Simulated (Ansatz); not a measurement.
Cl3HSi···H···Br

```xyz
7

Si   -0.3419   -0.2587   -0.0019
H     1.2566   -0.2092   -0.4931
Cl   -0.1886   -2.1413   -0.8584
Cl   -0.7608   -0.7208    1.9174
Cl   -1.7340    0.6101   -1.1763
H     1.2264    0.6299   -0.1198
Br    0.5422    2.0899    0.7322
```

A transition-state structure; geometry: PBE0-D4/def2-TZVP.

Method: RKS PBE0-D4/def2-TZVPP (Ansatz 0.2.0).

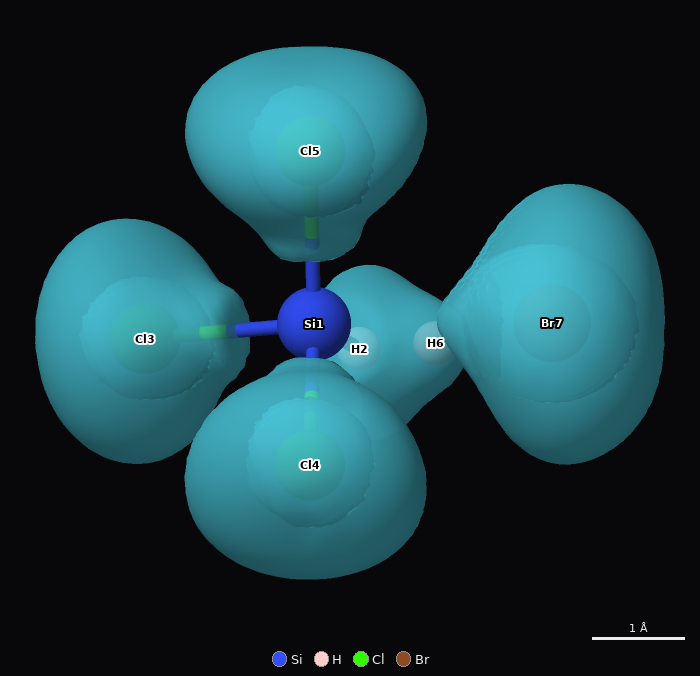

Figure 1. Isosurface of the ELF at 0.75 (cyan), seen from one side. Only the valence region is drawn (cores and ρ < 0.01 e/Å³ removed).

Q: Describe the localisation domains.

A: The surface consists of three regions on Cl in which the atom's valence shell and bonds are merged, one region wrapped around Br (its valence shell) and one joined region spread over several atoms (H, Si), in which their bonds and any lone pairs are merged. Along the contacts the grid gives the following. H2···H6 (0.92 Å): the ELF is about 1 at the midpoint. Si–Cl (2.02 Å): the ELF peaks at about 0.85 between the atoms (a polar covalent bond).

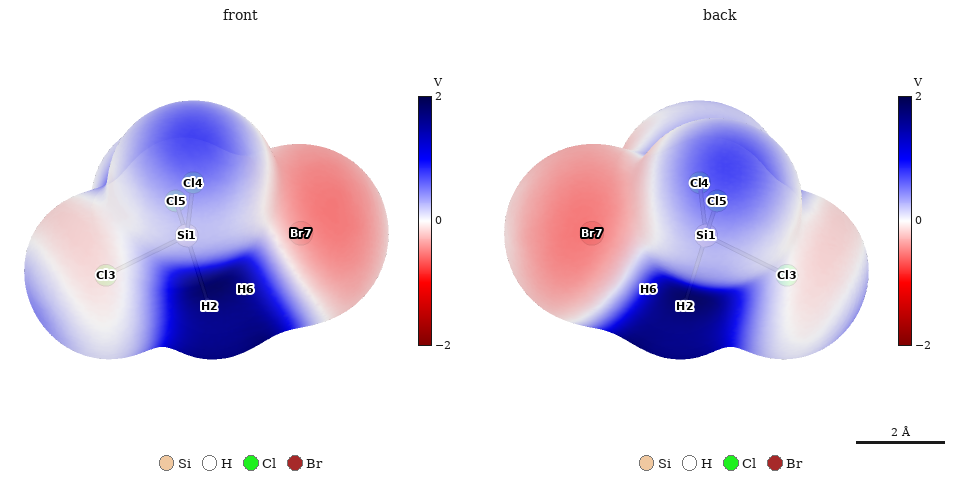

Figure 2. The electrostatic potential painted on the density surface at 0.002 e/bohr³, seen from the front and from behind; the colour scale runs from red (negative) to blue (positive).

Q: Where is the surface potential most negative and most positive?

A: The most negative region (about −0.5 V, or −12 kcal/mol for a unit charge) lies over Br7, the most positive (about +1.8 V, or +42 kcal/mol for a unit charge) over Si1. Cl3 shows a σ-hole: about +0.4 V, or +9 kcal/mol for a unit charge at the tip opposite its bond, against about 0.0 V on its flanks. Cl4 shows a σ-hole: about +0.7 V, or +16 kcal/mol for a unit charge at the tip opposite its bond, against about 0.0 V on its flanks. Cl5 shows a σ-hole: about +0.8 V, or +18 kcal/mol for a unit charge at the tip opposite its bond, against about 0.0 V on its flanks.

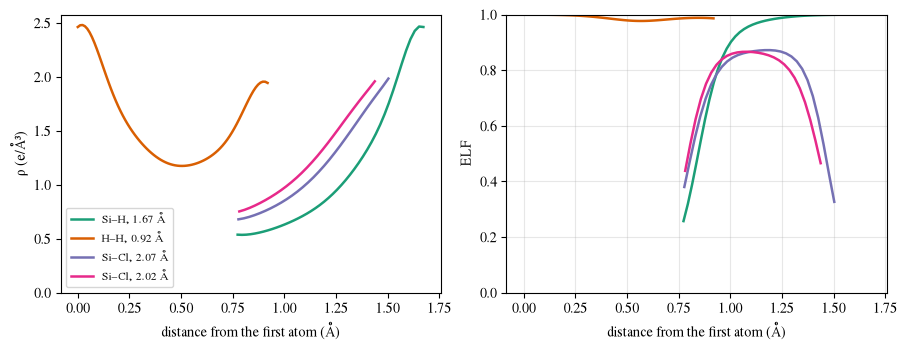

Figure 3. Total electron density and ELF along straight lines between neighbouring atoms. The curves leave out the atomic cores.

Q: Compare the contacts.

A: Si–H (1.67 Å): the density is about 0.54 e/Å³ at the midpoint; the ELF climbs to about 1 towards the hydrogen, as it does in any bond to H.
H2···H6 (0.92 Å): the density falls to about 1.2 e/Å³ on the way; the ELF is about 1 at the midpoint.
Si–Cl (2.07 Å): the density is about 0.9 e/Å³ at the midpoint; the ELF peaks at about 0.85 between the atoms: a polar covalent bond.
Si–Cl (2.02 Å): the density is about 0.98 e/Å³ at the midpoint; the ELF peaks at about 0.85 between the atoms: a shared but strongly polarised pair.
